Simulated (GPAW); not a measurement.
# How far to go with the SCF threshold: SnO (P4mm, 4 atoms in the cell)

```
CELL_PARAMETERS angstrom
      3.78100     0.00000     0.00000
      0.00000     3.78100     0.00000
      0.00000     0.00000     4.81580
ATOMIC_POSITIONS crystal
  Sn 0.50000 0.00000 0.77238
  Sn 0.00000 0.50000 0.23800
  O  0.50000 0.50000 0.00000
  O  0.00000 0.00000 0.00000
```

Level of theory: PBEsol, GPAW PAW datasets PBEsol (made by gpaw-setup) (plane waves; GPAW 25.7.0).

Base settings: mode = pw; ecut = 950 eV; xc = PBEsol; kpts = 3 3 3; mesh shift (steps) = 0 0 0; occupations.name = fermi-dirac; occupations.width = 0.02 eV; nbands = -4; convergence.bands = -2; symmetry.symmorphic = false.

Moved along: convergence.density, convergence.eigenstates.

The mesh stays at the base's, so the ladder's end is converged at best in this setting alone.

Only quantities that move along the ladder and can be compared are tabulated; the gap is left out on so coarse a mesh.

The count of work is k-points × plane waves × bands × iterations; it is no time. 

The starting cell has typed, rounded lattice constants, without a prior relaxation at this level. Its lattice was rescaled by up to half a per cent. One atom was moved a little off its site on purpose. In the base run, forces exceed 1 eV/Å.

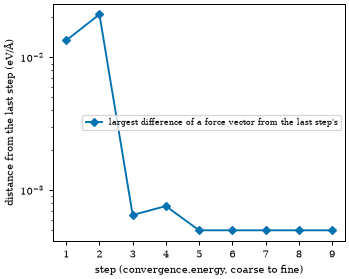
Figure. Distance from the last step along the ladder; very small values are drawn at a floor.

| convergence.energy | largest difference of a force vector from the last step's (eV/Å) | count of work / last |
|---|---|---|
| 0.003 eV/electron | 0.013 | 0.26 |
| 0.0003 eV/electron | 0.021 | 0.30 |
| 3e-05 eV/electron | 0.001 | 0.40 |
| 3e-06 eV/electron | 0.001 | 0.44 |
| 3e-07 eV/electron | 0.000 | 0.47 |
| 2e-08 eV/electron | 0.000 | 0.60 |
| 3e-09 eV/electron | 0.000 | 0.67 |
| 3e-10 eV/electron | 0.000 | 0.72 |
| 3e-12 eV/electron | 0.000 | 0.79 |
| 3e-14 eV/electron | 0.000 | 1.0 |

Coarsest convergence.energy that holds the forces within 0.005 eV/Å of the last step, with all finer ones: 3e-05 eV/electron, at 0.40 of the last step's count of work; the step before is off by 0.021 eV/Å.
